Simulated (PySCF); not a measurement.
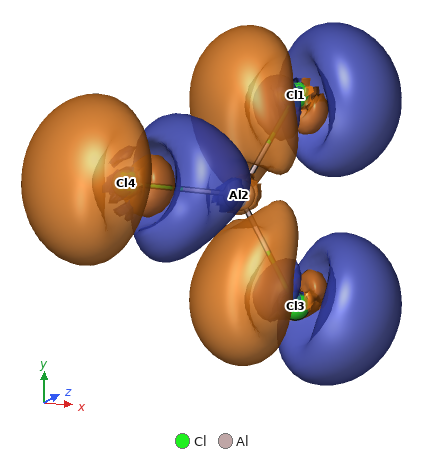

AlCl$_{3}$, SMILES `Cl[Al](Cl)Cl`. Change of the electron density in a uniform field of 0.21 V/Å, surfaces at ±0.001 e/Å³ (orange: gain, blue: loss).

Method: HF/def2-SVPD; geometry: GFN2-xTB; program: PySCF. No frequency check shows the geometry to be a minimum. GFN2-xTB bond lengths at metals and heavier atoms can be off by up to 0.1 Å and shapes distorted, which carries into these values.

Geometry (Å), atoms numbered from 1:

```
Cl1      1.0151    1.7579    0.0000
Al2     -0.0002    0.0000    0.0000
Cl3      1.0149   -1.7580    0.0000
Cl4     -2.0298    0.0001    0.0000
```

Along which Cartesian direction does the field point?

Answer. Along +x: electrons gather on the −x side, against the field.

How large is the response?

Answer. The induced dipole is 0.61 D (along the field); α along this axis, from the fields in both directions, is 60 bohr³ (8.9 Å³).

Which atoms gain and lose the most charge?

Answer. Electrons gather most on Cl4 (Hirshfeld charge changes by −0.017 e) and leave Cl1 and Cl3 alike most (+0.009 e); 0.054 electrons are displaced in all.

Cost of the run: 1.7 s on 1 thread of AMD EPYC 9R45 96-Core Processor (Zen 5), with other jobs on the host, peak memory 0.25 GiB.
